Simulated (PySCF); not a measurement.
# CH3Cl3Si, SMILES `C[Si](Cl)(Cl)Cl`: electronic structure

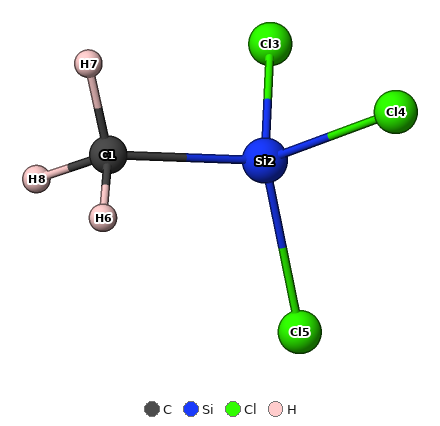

The molecule, with its atoms numbered as below. No frequency check shows the geometry to be a minimum.

Cartesian coordinates (Å):

```
C1      -0.0013    0.0000   -2.1300
Si2      0.0000    0.0002   -0.2305
Cl3      0.5718   -1.8123    0.4621
Cl4      1.2838    1.4011    0.4620
Cl5     -1.8551    0.4110    0.4628
H6      -0.3209    0.9606   -2.5238
H7       0.9913   -0.2029   -2.5241
H8      -0.6724   -0.7576   -2.5237
```

Part 1: Excited states

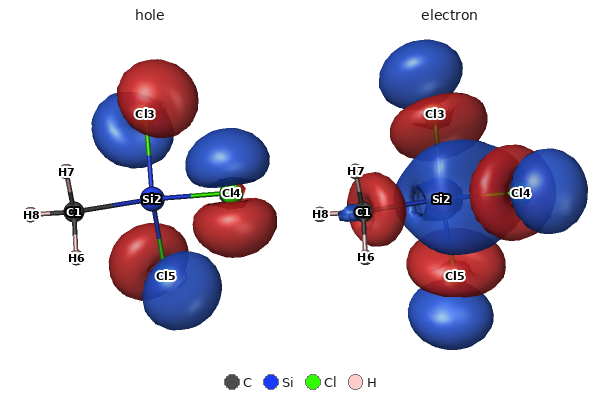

Leading natural transition orbital pair of S₁ (TDA singlet states); the surfaces enclose about 78 % of each orbital's density.

PySCF calculation, PBE/cc-pVDZ, gas phase; geometry: GFN2-xTB. Without diffuse functions Rydberg states are missing, so the states' numbers hold for this basis only.

Q: Give its energy and the atoms that hole and electron lie on.

A: 7.33 eV (169 nm), f = 0.000 (dark); the leading pair carries 99 %; hole on Cl3, Cl4 and Cl5 (32 % each), electron on Si2 (32 %) and Cl3, Cl4 and Cl5 (20 % each); their centroids lie 0.2 Å apart. In canonical orbitals it is mainly HOMO → LUMO (99 %). The HOMO–LUMO gap is 7.15 eV.

Part 2: In an electric field

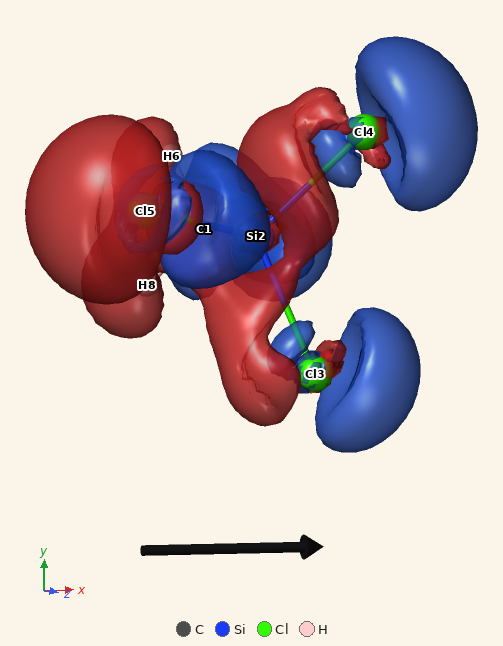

Change of the electron density in a uniform field of 0.26 V/Å along +x (arrow), surfaces at ±0.0015 e/Å³ (red: gain, blue: loss).

PySCF calculation, PBE/6-311+G**, gas phase; geometry: GFN2-xTB. The basis has diffuse s and p functions alone, which still leaves polarisabilities too small, most of all across bonds.

Q: How large is the response?

A: The induced dipole is 0.91 D (along the field); α along this axis, from the fields in both directions, is 72 bohr³ (10.6 Å³).

Q: Which atoms gain and lose the most charge?

A: Electrons gather most on Cl5 (Hirshfeld charge changes by −0.027 e) and leave Cl4 most (+0.019 e); 0.073 electrons are displaced in all.

Part 3: Removing or adding an electron

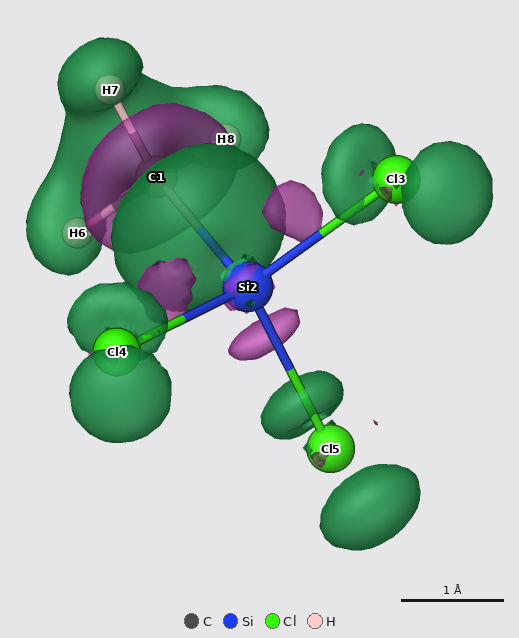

Fukui function f⁻ = ρ(N) − ρ(N−1) at fixed geometry, surfaces at ±0.04 e/Å³ (green positive, purple negative).

Method: HF/aug-cc-pVDZ; geometry: GFN2-xTB; program: PySCF.

Q: Which atoms respond most to the removal of an electron?

A: f⁻ (Hirshfeld-condensed) is largest on C1 (0.22) and Cl3, Cl4 and Cl5 (0.16 each); the vertical ionisation energy is 11.20 eV (the stability of the cation's solution wasn't checked). Condensed values hint at sites of electrophilic attack but needn't mark the atom that reacts. Orbital relaxation makes it negative in places (0.30 e in all).

Part 4: Localised orbitals

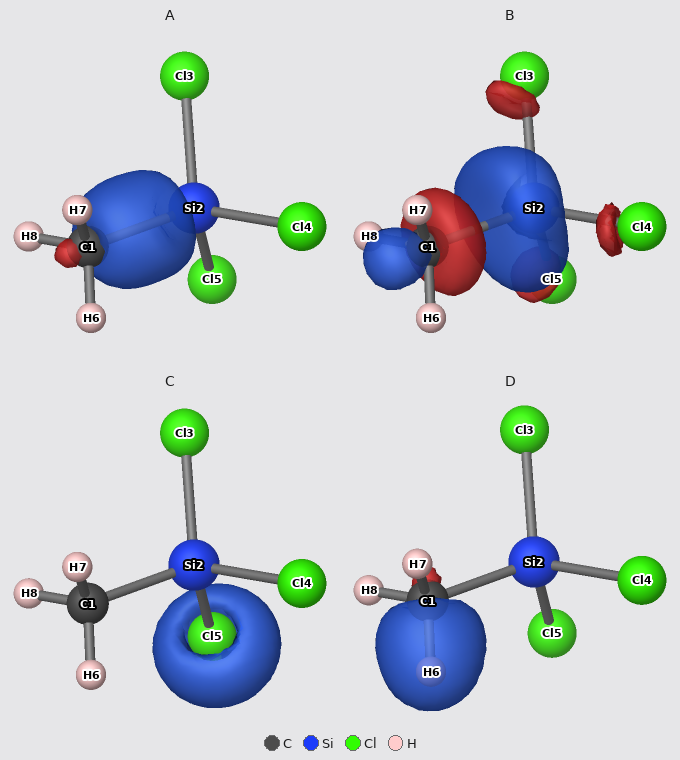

Intrinsic bond orbitals (IBO), occupied and valence-virtual; each surface holds about 70 % of the orbital's density. Energies are diagonal elements of the Fock matrix.

Computed with PySCF, CAM-B3LYP/def2-SVPD, geometry: GFN2-xTB.

Q: What does each orbital represent in a Lewis picture?

A: By panel:
- A: σ bond C1–Si2 (C1 61 %, Si2 39 %; −14.9 eV)
- B: σ* orbital Si2–C1 (Si2 54 %, C1 35 %, Cl5 4 %; 5.3 eV)
- C: lone pair on Cl5 (sp0.4-type) (Cl5 100 %; −20.0 eV)
- D: σ bond C1–H6 (C1 58 %, H6 41 %; −15.7 eV)

Q: Which has the smallest and which the largest spatial spread?

A: Smallest: D (0.86 Å); largest: B (1.56 Å).

Part 5: Stretching a bond

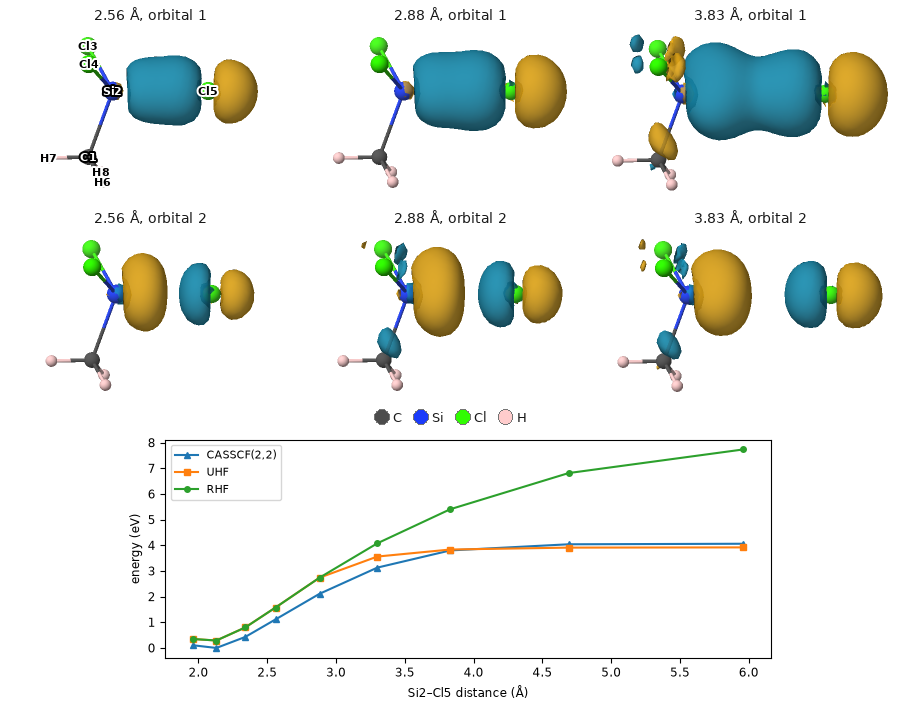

Rigid stretch of the Si2–Cl5 bond. The two CASSCF(2,2) natural orbitals nearest half filling (orbital 1 the more occupied). Below: energies along the scan, from the lowest point of the three curves.

Level of theory: def2-SVP basis (PySCF), at a geometry from GFN2-xTB.

Q: How do the occupations change along the stretch?

A: 2.56 Å: 1.95 and 0.05; 2.88 Å: 1.91 and 0.09; 3.83 Å: 1.47 and 0.53. At the longest distance computed (5.96 Å) they are 1.01 and 0.99, and the effective number of unpaired electrons is 2.0.

Q: Where does the UHF solution part from RHF?

A: Between 2.56 Å (⟨S²⟩ = 0, the two coincide) and 2.88 Å (⟨S²⟩ = 0.03); at 5.96 Å ⟨S²⟩ is 1.01 and UHF lies 3.8 eV below RHF.

Q: How much energy does the stretch cost?

A: By CASSCF, 4.1 eV from the lowest point of the scan (2.13 Å) to 5.96 Å; RHF gives 7.4 eV from its own lowest point. The fragments aren't relaxed and dynamic correlation is missing, so this isn't a bond dissociation energy.

The PySCF runs shown took 88 s, 65 s, 16 s, 21 s and 6.9 min on 1 thread of Intel(R) Xeon(R) Platinum 8259CL CPU @ 2.50GHz (Skylake/Cascade Lake), with other jobs on the host.
